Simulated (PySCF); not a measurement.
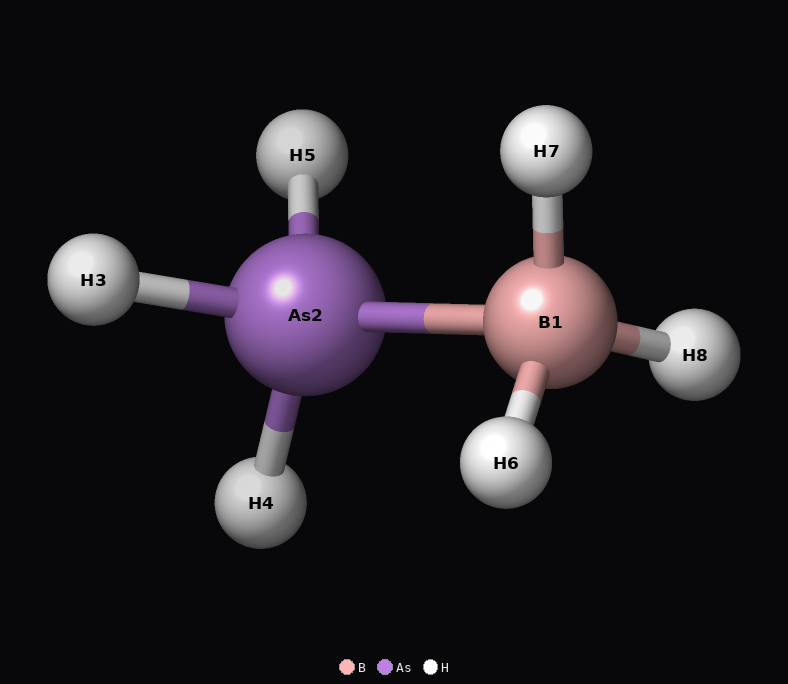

The geometry was computed by an optimisation with PBE0-D3(BJ)/def2-SVP. No frequency run is at hand to confirm it as a minimum.

Which atoms are bonded, and how long are the bonds?

```tsv
bond	length (Å)
B1–As2	2.048
B1–H6	1.219
B1–H7	1.219
B1–H8	1.219
As2–H3	1.510
As2–H4	1.510
As2–H5	1.510
```
